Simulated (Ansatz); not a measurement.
## Nudged elastic band, with input and output: SnH5ClO (part 2 of 2)

Continued. System: SnH5ClO. Method: RKS PBE/def2-SVP (Ansatz 0.2.0). The run did not end well. One setting was made poor on purpose. It belongs to a series of runs on one base structure; here: band between the two ends.

Geometry of the input (Å):
```
Sn -0.3715  -0.4565  -0.3837
O  -0.1586  0.3875  1.4275
H  0.2074  -0.2551  2.0668
Cl 1.7580  -1.2393  -1.0881
H  -0.8537  0.8523  -1.3845
H  -1.3920  -1.8462  -0.2890
H  1.4075  2.8423  2.6328
H  1.0102  2.2737  2.2940
```

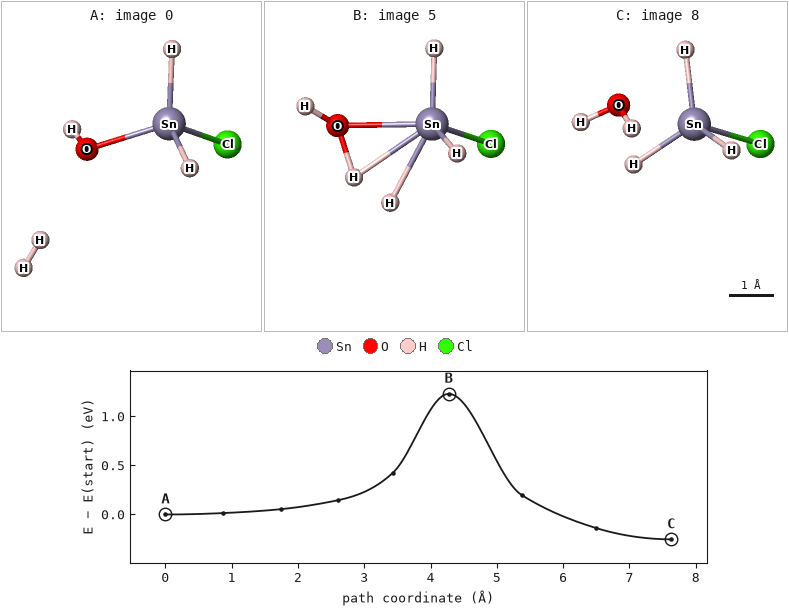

Images of the last band (counted from 0; ball-and-stick, seen at a tilt) above the energy along the path; the line is a cubic interpolation that uses the forces. The highest image is number 5, 1.231 eV above the start and 1.485 eV above the end (the climbing image); the end lies 0.254 eV below the start. The path is 7.63 Å long. The band had not converged after 60 iterations.

```
Unfinished report: {"positions_ang":[[0.07306321727120209,0.053576890198470346,-0.07244272098285534],[-0.0041382945298249,0.26744854869790496,2.1101092161738166],[-0.765696112694044,0.2317944092692275,2.733310416125019],[2.1671284232180406,-0.6782574420219596,-0.942864997603671],[-0.7435239153863648,1.2490379963067817,-1.02592672358449],[-0.840428934632015,-1.4197394470526676,-0.052993374375404564],[1.0877863685387594,1.6073228177218186,0.8477308361188958],[0.6331092582142477,1.2474152268804244,1.6787763481286921]],"unchecked":["starts","cluster_reference","orbital_swaps","neighbouring_geometries","increment"],"mean_field":{"relativity":"none","state":{"energy":{"ev":-20468.240082884855,"hartree":-752.1939491745908},"converged":true,"gradient_ev":7.422582223640068e-6,"stability":{"kind":"minimum","curvature_ev":71.09812972167389},"curvature_floor_ev":0.00030000000000000003,"spin_squared":-3.197442310920451e-14},"others":[],"fillings":{"estimated":0,"unestimated":0,"tried":0,"untried":0,"excluded_magnetic_sites":0},"n_dropped_functions":0,"n_trapped_functions":0,"passes":{"evaluations":3,"products":19},"factors":{"origin":"density fitting in generated functions","count":919,"bound_ev":null},"gradient_stop_ev":0.00009,"reference_kind":"stationary","functional":{"name":"PBE","citations":["Perdew, Burke & Ernzerhof, Phys. Rev. Lett. 77, 3865 (1996) doi:10.1103/PhysRevLett.77.3865"],"text":"name \"PBE\"\ncite \"Perdew, Burke & Ernzerhof, Phys. Rev. Lett. 77, 3865 (1996) doi:10.1103/PhysRevLett.77.3865\"\nparent pbe\nparameter kappa = 0.804\nparameter beta = 0.06672455060314922\nexchange = pbe_x(kappa = kappa, mu = beta*pi^2/3)\ncorrelation = pbe_c(beta = beta)\n","parameters":{"beta":{"value":0.06672455060314922,"default":0.06672455060314922},"kappa":{"value":0.804,"default":0.804}},"final_grid":{"core_spheres":13.0,"valence_spheres":11.0,"degree":36.0},"final_grid_parameter_source":"default","radial_points_factor":1.0,"radial_grid_error_ev":3.125828648923977e-7,"grid_sensitivity":"normal","grid_sensitivity_ratio":0.001870803151768979},"unsmoothed_excess_ev":-0.00003924217282606199,"symmetry":{"irreps":["A"],"axes":[[0.9991184641334925,0.003287411072497637,0.0418507772445362],[-0.0021342208358906267,0.9996176044915774,-0.027569727817732936],[-0.04192540672378767,0.027456105313038246,0.9987434217816327]],"occupied":[{"A":26},{"A":26}]},"density_repulsion":{"missed_ev":0.00009943999663312094,"excess_ev":0.00009943999663312094,"most_excess_ev":0.000676,"are_drawn_again":false,"n_first_factors":919,"energy_change_ev":0.0,"n_dropped_ends":0},"direct_passes":"host"},"factors":{"origin":"density fitting in generated functions","count":919,"bound_ev":null},"n_frozen":0,"n_occupied":[26,26],"n_virtual":[57,57],"reference":{"ev":-20468.240082884855,"hartree":-752.1939491745908},"total":{"ev":-20468.240082884855,"hartree":-752.1939491745908},"forces_ev_per_angstrom":[[-0.0014036110548542027,-0.008625208285904816,-0.0020754533374689695],[-0.1394519875035433,-0.020111848562691683,0.11305561977655891],[0.08586377998682944,-0.00901363457461604,-0.14480381435431305],[-0.029462652005255652,0.002559622577418136,-0.0527724011253415],[0.028923409524200725,-0.0035715408737955283,-0.005697064839250633],[0.012367441073581387,-0.019038793514756024,0.05573502373596419],[0.022336196569914705,0.034775559249459215,0.03398888312199685],[0.020827423416472778,0.02302584398799881,0.0025692070210694452]],"charge_distribution":{"dipole_moment_e_ang":[-0.6811916433323232,0.15263083967007732,0.3137093882239756],"mulliken_charges_e":[0.5777229799162278,-0.3693222051428737,0.18242833953740334,-0.26243880423337984,-0.060872675210541294,-0.07530067693195108,-0.2013993297879657,0.20918237185300304],"lowdin_charges_e":[0.14835982158647454,0.02103715850485166,0.0029220911286893525,0.018669445223736147,-0.07283359275108059,-0.07583775680179161,-0.05662344418490184,0.014306277293943181]},"n_threads":1,"memory_gib":1.7045454550534487,"seconds":{"hamiltonian":2.089948568,"orbitals":0.0,"second_order":0.0,"solver_start":0.0,"cycles":0.0,"cycle":0.0,"perturbative":0.0,"full_ci_increment":0.0,"forces":0.0}}
this run last wrote the band of iteration 60 to [file]
Error: NEB band did not converge after 60 iterations: max|band force component| = 2.59e-1 eV/Å (threshold 3.0e-2); raise `neb.max_iterations` in a new run, which can start from the last band evaluated (`neb.initial_path`, with `crystal.atoms` and `neb.final_atoms` set to its first and last images), add images, or start from endpoints closer to local minima. Where this run's directory can be resumed (`checkpoint.write`), a resume goes on for up to `neb.max_iterations` more; to start a new run from the last band, take its images' positions from the `neb_iteration` event of iteration 60 (`data.images[].positions_ang`), in the event stream of the run that computed that iteration (not this run's, if it was resumed behind it). With `checkpoint.write`, `steps/00-neb/state/checkpoint.json` in the run directory holds the last saved band, under `neb.evaluated.images[].positions_ang` (a band under a hybrid functional on support functions is neither saved nor resumed: `neb.initial_path` says where its path is): check the last entry of `neb.iterations` there, which is earlier than 60 if that iteration was not saved or its write failed. If the band's step has no `state` directory and holds `state.next`, a write was cut short, and the file is under `state.next` instead (behind a loss of power it can be under `state.prev`)
this run wrote the band of iteration 60 to [file] as well, whether or not its events were kept: a new run's `neb.initial_path` can list its `images[].positions_ang`
a run's events are kept only if it was started with --events-out <file>, and are in that file
```

The last band as extended XYZ (Å, eV, eV/Å)
```
8
Properties=species:S:1:pos:R:3:forces:R:3 image=0 energy=-20469.47110
Sn   -0.3715   -0.4565   -0.3837    0.0006   0.0257   0.0250
O    -0.1586    0.3875    1.4275    0.0019  -0.0241  -0.0197
H     0.2074   -0.2551    2.0668   -0.0046   0.0110  -0.0016
Cl    1.7580   -1.2393   -1.0881    0.0075  -0.0051  -0.0041
H    -0.8537    0.8523   -1.3845   -0.0015  -0.0022   0.0003
H    -1.3920   -1.8462   -0.2890   -0.0035  -0.0055  -0.0003
H     1.4075    2.8423    2.6328   -0.0096  -0.0151  -0.0071
H     1.0102    2.2737    2.2940    0.0093   0.0153   0.0075
8
Properties=species:S:1:pos:R:3:forces:R:3 image=1 energy=-20469.45664
Sn   -0.3291   -0.3650   -0.2771   -0.0135  -0.0106  -0.0070
O    -0.2911    0.3194    1.6102   -0.0161  -0.0297   0.0151
H    -0.0559   -0.3892    2.2413    0.0203   0.0082  -0.0233
Cl    1.8675   -0.9767   -0.9471   -0.0034  -0.0056   0.0248
H    -0.8139    1.0068   -1.1864   -0.0131  -0.0087  -0.0027
H    -1.2749   -1.8076   -0.3342   -0.0111  -0.0109  -0.0324
H     1.4843    2.6909    2.1296    0.0224   0.0256   0.0173
H     1.0204    2.0799    2.0394    0.0144   0.0316   0.0083
8
Properties=species:S:1:pos:R:3:forces:R:3 image=2 energy=-20469.41698
Sn   -0.2788   -0.2786   -0.1441   -0.0233  -0.0112  -0.0096
O    -0.3116    0.2436    1.7957   -0.0650  -0.0238   0.0055
H    -0.3968   -0.5435    2.3684    0.0734  -0.0139  -0.0177
Cl    1.9421   -0.7781   -0.8268   -0.0087  -0.0211   0.0447
H    -0.7655    1.1391   -0.9782   -0.0103  -0.0031  -0.0008
H    -1.1881   -1.7352   -0.3202   -0.0179  -0.0104  -0.0399
H     1.5264    2.5422    1.5606    0.0335   0.0409   0.0159
H     1.0797    1.9691    1.8203    0.0184   0.0426   0.0019
8
Properties=species:S:1:pos:R:3:forces:R:3 image=3 energy=-20469.32654
Sn   -0.2106   -0.2051   -0.0048   -0.0199  -0.0152  -0.0071
O    -0.1295    0.1059    1.9823   -0.0594   0.0289  -0.0110
H    -0.7711   -0.4685    2.4429    0.0466  -0.0933  -0.0099
Cl    2.0022   -0.6036   -0.7543   -0.0126  -0.0410   0.0219
H    -0.7449    1.2389   -0.7731    0.0029  -0.0083  -0.0049
H    -1.1157   -1.6502   -0.2867   -0.0287  -0.0100  -0.0133
H     1.4859    2.2536    1.0592    0.0393   0.0634   0.0119
H     1.0911    1.8876    1.6102    0.0318   0.0754   0.0126
8
Properties=species:S:1:pos:R:3:forces:R:3 image=4 energy=-20469.04442
Sn   -0.1208   -0.1050    0.0236   -0.1521  -0.1755   0.0812
O     0.0051    0.0067    2.0586   -0.0365  -0.1404  -0.0271
H    -0.8546    0.0122    2.5255   -0.0497  -0.1399  -0.2013
Cl    2.0378   -0.4641   -0.8975   -0.0882   0.0271   0.1433
H    -0.7901    1.2910   -0.7537    0.0591  -0.0339   0.1270
H    -0.9441   -1.5864   -0.2422   -0.1451  -0.1474  -0.0817
H     1.3158    1.8778    0.9797    0.1652   0.2922   0.0752
H     0.9583    1.5264    1.5815    0.2473   0.3178  -0.1165
8
Properties=species:S:1:pos:R:3:forces:R:3 image=5 energy=-20468.24004
Sn    0.0731    0.0536   -0.0724   -0.0014  -0.0086  -0.0021
O    -0.0041    0.2674    2.1101   -0.1395  -0.0201   0.1131
H    -0.7657    0.2318    2.7333    0.0859  -0.0090  -0.1448
Cl    2.1671   -0.6783   -0.9429   -0.0295   0.0026  -0.0528
H    -0.7435    1.2490   -1.0259    0.0289  -0.0036  -0.0057
H    -0.8404   -1.4197   -0.0530    0.0124  -0.0190   0.0557
H     1.0878    1.6073    0.8477    0.0223   0.0348   0.0340
H     0.6331    1.2474    1.6788    0.0208   0.0230   0.0026
8
Properties=species:S:1:pos:R:3:forces:R:3 image=6 energy=-20469.27301
Sn    0.3024    0.0904   -0.2289    0.1028   0.0424  -0.0940
O    -0.1779    0.3906    2.3353   -0.0829  -0.0087   0.0957
H    -1.0017    0.7057    2.7478   -0.0959   0.1100   0.1161
Cl    2.1844   -0.8591   -1.3692   -0.0286  -0.0250  -0.2887
H    -0.7441    1.1050   -1.1789    0.0446  -0.0626  -0.1618
H    -0.5816   -1.3353    0.1730    0.1393   0.0665   0.1037
H     1.2561    1.2757    0.6394    0.0365  -0.1193  -0.0548
H     0.3695    1.1856    2.1572   -0.1157  -0.0033   0.2839
8
Properties=species:S:1:pos:R:3:forces:R:3 image=7 energy=-20469.60974
Sn    0.4619   -0.0497   -0.1600    0.0467  -0.0154  -0.0208
O    -0.4554    0.6418    2.2873   -0.3032   0.0067  -0.0076
H    -1.2775    1.1613    2.3868    0.0446  -0.0183   0.0263
Cl    1.9910   -0.9033   -1.8042   -0.0488   0.0069  -0.1526
H    -0.6607    1.0001   -0.9586    0.0365  -0.0218  -0.0182
H    -0.2937   -1.4796    0.4133    0.0900  -0.0151   0.0446
H     1.5854    0.8844    0.7649    0.0666  -0.0835   0.0131
H     0.2563    1.3036    2.3464    0.0676   0.1405   0.1152
8
Properties=species:S:1:pos:R:3:forces:R:3 image=8 energy=-20469.72532
Sn    0.5907   -0.1521   -0.0887    0.0138   0.0005   0.0114
O    -0.6990    0.8470    2.1397   -0.0078   0.0135  -0.0066
H    -1.2264    1.6220    1.8676   -0.0062  -0.0064  -0.0056
Cl    1.7254   -0.9493   -2.0580   -0.0081   0.0037   0.0080
H    -0.6248    0.8808   -0.7430   -0.0014   0.0026  -0.0094
H     0.0244   -1.5908    0.6585    0.0040  -0.0064  -0.0069
H     1.8506    0.6727    0.7565   -0.0078  -0.0059  -0.0084
H    -0.0336    1.2282    2.7431    0.0134  -0.0015   0.0175
```

What the run reported

```tsv
quantity	value
outcome	not converged
barrier, forward (band not converged)	1.231 eV
barrier, backward	1.485 eV
wall time	14 min
peak memory	0.12 GiB
```

The run did not converge: “NEB band did not converge after 60 iterations: max|band force component| = 2.59e-1 eV/Å (threshold 3.0e-2); raise `neb.max_iterations` in a new run, which can start from the last band evaluated (`neb.initial_path`, with `crystal.atoms` and `neb.final_atoms` set to its first and last images), add images, or start from endpoints closer to local minima …” Its last values are not results. A deliberately poor setting: step length.
